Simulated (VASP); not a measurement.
Band structure of NiAl (CsCl type). These are optB88-vdW, VASP's PBE PAW potentials (set 64) (plane waves; VASP 6.6.1) values and carry that method's errors.

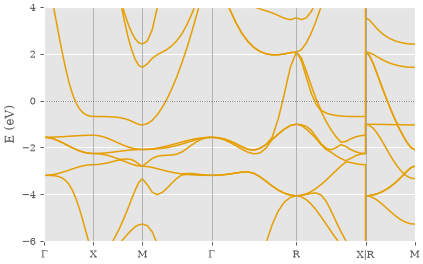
Fig. 1. Bands along high-symmetry lines, zero at the valence-band maximum or, without a gap, the Fermi level

Problem. Read the plot: is there a gap, and where are the band edges?

Solution. It has no gap at this level: it comes out as a metal or semimetal. (Edges off the drawn lines would not show.)

The compound is NiAl in the CsCl type structure. It was relaxed first. The run is not spin-polarised, so no magnetic state was tried. The electron count is odd and the run is not spin-polarised, which forces a metal.
